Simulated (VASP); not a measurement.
Band structure of TiO2 (anatase). All values below come from PW91 GGA, VASP's PBE PAW potentials (set 64) (plane waves; VASP 6.6.1).

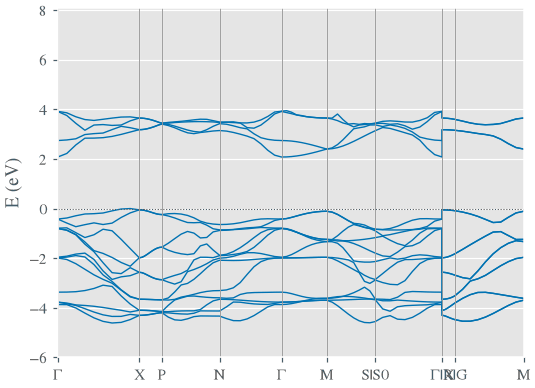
Figure. Bands along high-symmetry lines, zero at the valence-band maximum or, without a gap, the Fermi level

Problem. Read the plot: is there a gap, and where are the band edges?

Solution. The gap is indirect, 2.08 eV, from the valence maximum at Γ-X at 0.89 to the conduction minimum at Γ. (Edges off the drawn lines would not show.)

The compound is TiO2 in the anatase structure, one of several forms; rutile is the usual stable one. It was relaxed first.
